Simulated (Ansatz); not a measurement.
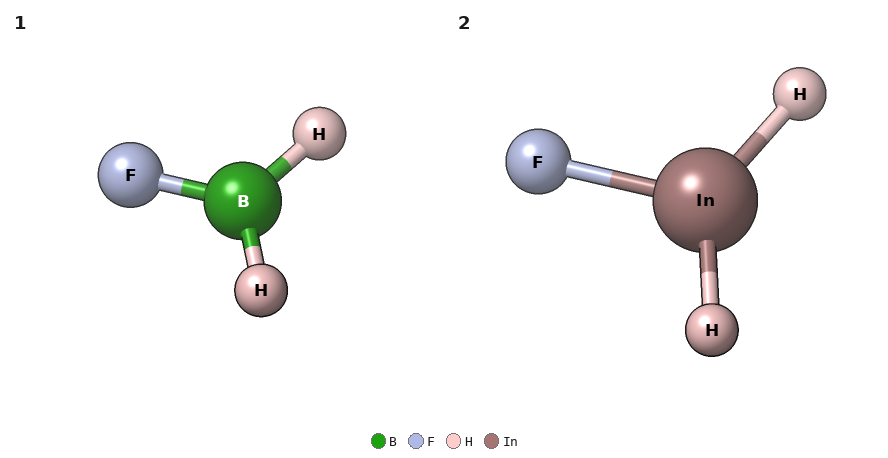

2 molecules with one skeleton, seen from the same side and at one scale. Charge 0, singlet. Computed geometries: PBE0-D4/def2-TZVP optimisations, one conformation each. Properties computed with Ansatz 0.2.0. Elements past Kr carry core potentials.

One atom differs, called X below: B in panel 1, In in panel 2. Their formulas are BFH2 (`BF`), FH2In (`[F][InH2]`).

### In which is the angle H–X–H larger (PBE0-D4/def2-TZVP)?

In panel 2 (X = In).

### In which is the HOMO–LUMO gap larger (CAM-B3LYP-D4/def2-TZVPP)?

In panel 1 (X = B).

Give the values. With PBE0-D4/def2-TZVP: length of X–F (Å), mean length of X–H (Å), angle H–X–H (°). With CAM-B3LYP-D4/def2-TZVPP: HOMO energy (Kohn–Sham orbital) (eV), HOMO–LUMO gap (eV). With ωB97M-V/def2-TZVPP: dipole moment (D), vertical ionisation energy (eV).

| quantity | 1 (B) | 2 (In) | 2 − 1 |
| --- | --- | --- | --- |
| length of X–F (Å) | 1.317 | 1.961 | +0.644 |
| mean length of X–H (Å) | 1.197 | 1.702 | +0.505 |
| angle H–X–H (°) | 124.4 | 139.2 | +14.8 |
| HOMO energy (Kohn–Sham orbital) (eV) | −10.85 | −10.15 | +0.70 |
| HOMO–LUMO gap (eV) | 10.75 | 9.08 | −1.67 |
| dipole moment (D) | 0.71 | 3.07 | +2.36 |
| vertical ionisation energy (eV) | 12.52 | 11.41 | −1.11 |
